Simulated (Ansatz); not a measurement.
# Si2NH6F (SMILES F[SiH2]N[SiH3]): levels of theory compared

Wanted: a comparison of 6 runs (HSE06/cc-pVDZ, PBE-QIDH/cc-pVDZ, PBE0/cc-pVDZ, r2SCAN0/cc-pVDZ, RPA@PBE/cc-pVDZ, RPA@PBE0/cc-pVDZ) of Si2NH6F. 

Program for the calculation: Ansatz 0.2.0.

69 further runs of the same task are left out: 69 set aside as unsound or not needed.

### Step 1. The structure to begin with

Si2NH6F has 10 atoms, charge 0, and is taken as a singlet. SMILES: `F[SiH2]N[SiH3]`. The Si4–H10 distance was set to 3.264 Å, away from the relaxed value. At this shape a bond of the SMILES string is far longer than usual.

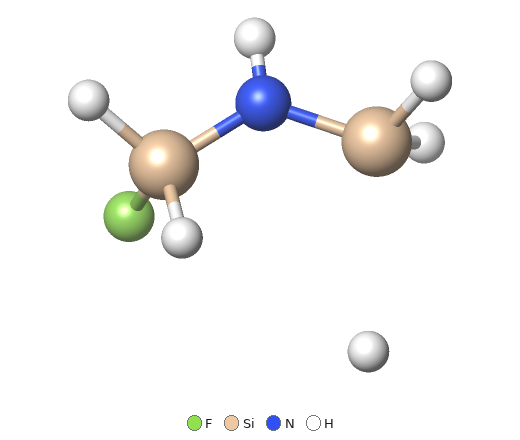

The structure, seen from a chosen angle (fluorine green, silicon light orange, nitrogen blue, hydrogen white).

### Step 2. A single-point energy at HSE06/cc-pVDZ (run 1)

The input, molecule.yaml:

```yaml
crystal:
  periodic: [false, false, false]
  atoms:
    - {symbol: F, position_ang: [-0.218453, 0.330936, -2.738625]}
    - {symbol: Si, position_ang: [0.968047, 0.638436, -1.707825]}
    - {symbol: N, position_ang: [1.857847, -0.758164, -1.297825]}
    - {symbol: Si, position_ang: [1.537847, -1.899464, -0.033225]}
    - {symbol: H, position_ang: [1.860247, 1.603836, -2.388625]}
    - {symbol: H, position_ang: [0.332947, 1.176036, -0.486025]}
    - {symbol: H, position_ang: [2.607347, -0.999564, -1.931925]}
    - {symbol: H, position_ang: [2.734547, -2.085464, 0.829675]}
    - {symbol: H, position_ang: [1.156747, -3.233164, -0.569925]}
    - {symbol: H, position_ang: [-0.924400, -0.683300, 1.730300]}
basis:
  gaussian: {orbitals: cc-pVDZ}
magnetization: {spin_polarized: false}
hamiltonian: {xc: {name: HSE06}}
accuracy: high
output: {orbitals: {seedname: orbitals}}
```

Started as:

```
ansatz run molecule.yaml --threads 1 --pin off --max-ram 3480MiB --events-out events.jsonl --progress --plain --runs-dir runs
```

The program printed:

```text
Warning: RAYON_NUM_THREADS=1 ignored (pool sized by the plan → 1); use --threads N
Functional definition: HSE06
  name "HSE06"
  parameter a = 0.25
  parameter omega = 0.11/bohr
  exchange = pbe_x - a*pbe_x_sr(omega) + a*exact_x_sr(omega)
  correlation = pbe_c
2198 factors; integrals over basis functions are off by at most 3.7e-9 eV
111 factors; integrals over basis functions are off by at most 1.5e-9 eV
mean field evaluation 1: about -20040.1244 eV, gradient 5.5e1 eV
mean field evaluation 2: about -20028.7843 eV, gradient 8.5e1 eV
mean field evaluation 4: about -20042.5858 eV, gradient 1.9e1 eV
mean field evaluation 8: about -20045.8188 eV, gradient 9.2e-1 eV
mean field evaluation 16: about -20045.9799 eV, gradient 3.6e-3 eV
mean field -20045.97994815 eV, -736.6761754412 hartree, gradient 2.5e-8 eV, S^2 0.000000; 0 other end points of the search recorded, 0 dependent functions left out
reference -20045.97995219 eV, -736.6761755899 hartree; 25, 25 occupied and 69, 69 virtual orbitals, 2198 factors
Total energy: -20045.97995219 eV, -736.6761755899 hartree
```

It took 8.7 s on 1 thread of Intel Xeon Platinum 8488C (Sapphire Rapids), shared host; peak memory 0.37 GiB.

### Step 3. A single-point energy at PBE-QIDH/cc-pVDZ (run 2)

The input, in.yaml:

```yaml
crystal:
  periodic: [false, false, false]
  atoms:
    - {symbol: F, position_ang: [-0.218453, 0.330936, -2.738625]}
    - {symbol: Si, position_ang: [0.968047, 0.638436, -1.707825]}
    - {symbol: N, position_ang: [1.857847, -0.758164, -1.297825]}
    - {symbol: Si, position_ang: [1.537847, -1.899464, -0.033225]}
    - {symbol: H, position_ang: [1.860247, 1.603836, -2.388625]}
    - {symbol: H, position_ang: [0.332947, 1.176036, -0.486025]}
    - {symbol: H, position_ang: [2.607347, -0.999564, -1.931925]}
    - {symbol: H, position_ang: [2.734547, -2.085464, 0.829675]}
    - {symbol: H, position_ang: [1.156747, -3.233164, -0.569925]}
    - {symbol: H, position_ang: [-0.924400, -0.683300, 1.730300]}
basis:
  gaussian:
    orbitals: cc-pVDZ
total_charge: 0
hamiltonian:
  xc: {name: PBE-QIDH}
correlation:
  frozen_orbitals: {F: 1, H: 0, "N": 1, Si: 5}
accuracy: high
output: {orbitals: {seedname: orbitals}}
```

Started as:

```
ansatz run in.yaml --threads 1 --pin off --max-ram 3480MiB --events-out events.jsonl --progress --plain --runs-dir runs
```

The program printed (excerpt; [...] marks lines left out):

```text
Warning: RAYON_NUM_THREADS=1 ignored (pool sized by the plan → 1); use --threads N
Functional definition: PBE-QIDH
  name "PBE-QIDH"
[...]
2198 factors; integrals over basis functions are off by at most 3.7e-9 eV
[...]
mean field -20033.77663497 eV, -736.2277119537 hartree, gradient 7.4e-8 eV, S^2 0.000000; 0 other end points of the search recorded, 0 dependent functions left out; unrestricted orbitals would lower it
12 core orbitals not correlated: weight in the atoms' cores, before any rotation towards them, 1.000 or more for the frozen orbitals, at most 0.000 for the correlated occupied ones
reference -20033.77663622 eV, -736.2277119996 hartree; 13, 13 occupied and 69, 69 virtual orbitals, 2198 factors
second order -18.17733813 eV of doubles, -0.00000000 eV of singles
Total energy: -20039.83574893 eV, -736.4503802847 hartree
```

Run time: 9.6 s. Hardware: 1 thread of Intel Xeon Platinum 8488C (Sapphire Rapids), shared host; peak memory 0.35 GiB.

Runs 3 to 5 aren't shown in full; the table further down has their settings and results.

### Step 4. The energy at RPA@PBE0/cc-pVDZ (run 6)

The input, in.yaml:

```yaml
crystal:
  periodic: [false, false, false]
  atoms:
    - symbol: F
      position_ang: [-0.218453, 0.330936, -2.738625]
    - symbol: Si
      position_ang: [0.968047, 0.638436, -1.707825]
    - symbol: "N"
      position_ang: [1.857847, -0.758164, -1.297825]
    - symbol: Si
      position_ang: [1.537847, -1.899464, -0.033225]
    - symbol: H
      position_ang: [1.860247, 1.603836, -2.388625]
    - symbol: H
      position_ang: [0.332947, 1.176036, -0.486025]
    - symbol: H
      position_ang: [2.607347, -0.999564, -1.931925]
    - symbol: H
      position_ang: [2.734547, -2.085464, 0.829675]
    - symbol: H
      position_ang: [1.156747, -3.233164, -0.569925]
    - symbol: H
      position_ang: [-0.924400, -0.683300, 1.730300]
basis:
  gaussian:
    orbitals: cc-pVDZ
hamiltonian:
  xc: {name: PBE0}
correlation:
  method: rpa
  frozen_orbitals: {F: 1, H: 0, "N": 1, Si: 5}
accuracy: high
```

Started as:

```
ansatz run in.yaml --threads 1 --pin off --max-ram 3480MiB --events-out events.jsonl --progress --plain --runs-dir runs
```

The program printed (excerpt; [...] marks lines left out):

```text
Warning: RAYON_NUM_THREADS=1 ignored (pool sized by the plan → 1); use --threads N
Functional definition: PBE0
  name "PBE0"
[...]
2198 factors; integrals over basis functions are off by at most 3.7e-9 eV
[...]
mean field -20046.50792234 eV, -736.6955781348 hartree, gradient 5.1e-8 eV, S^2 0.000000; 0 other end points of the search recorded, 0 dependent functions left out; unrestricted orbitals would lower it
[...]
unrestricted determinant -20006.59729863 eV, -735.2288897661 hartree, S^2 0.9463
12 core orbitals not correlated: weight in the atoms' cores, before any rotation towards them, 1.000 or more for the frozen orbitals, at most 0.000 for the correlated occupied ones
reference -20003.71099739 eV, -735.1228201519 hartree; 13, 13 occupied and 69, 69 virtual orbitals, 2198 factors
Total energy: -20027.74696467 eV, -736.0061256571 hartree
```

Run time: 15 s. Hardware: 1 thread of Intel Xeon Platinum 8488C (Sapphire Rapids), shared host; peak memory 0.41 GiB.

### Step 5. The series

```csv
run,level,frozen core orbitals,energy (Eh),HOMO energy (eV),LUMO energy (eV),HOMO–LUMO gap (eV),wall time
1,HSE06/cc-pVDZ,–,-736.676176,-6.17,-4.09,2.08,8.7 s
2,PBE-QIDH/cc-pVDZ,12,-736.450380,-7.65,-2.26,5.39,9.6 s
3,PBE0/cc-pVDZ,–,-736.695578,-6.55,-3.73,2.82,8.4 s
4,r2SCAN0/cc-pVDZ,–,-736.947384,-6.66,-3.75,2.91,11 s
5,RPA@PBE/cc-pVDZ,12,-736.085978,–,–,–,14 s
6,RPA@PBE0/cc-pVDZ,12,-736.006126,–,–,–,15 s
```

### Step 6. What came out

| quantity | value |
| --- | --- |
| run 6: total energy | -736.00613 Eh |
| run 6: RPA correlation energy (valence) | -883.3 mEh |

What this shows: Over runs 1, 2, 3, 4 the HOMO–LUMO gap runs from 2.08 eV (HSE06/cc-pVDZ) to 5.39 eV (PBE-QIDH/cc-pVDZ). A double hybrid's value is that of its SCF part. Totals of different functionals can't be ranked against each other. In runs 2, 5, 6 the log says that unrestricted orbitals would lower the reference, so the values rest on an unstable closed-shell determinant (other closed-shell runs at this shape may share the fault). In runs 1, 2, 3, 4, 5, 6 a closed-shell determinant meets a far-stretched bond, which it describes badly. All runs together took 66 s, the longest 15 s.
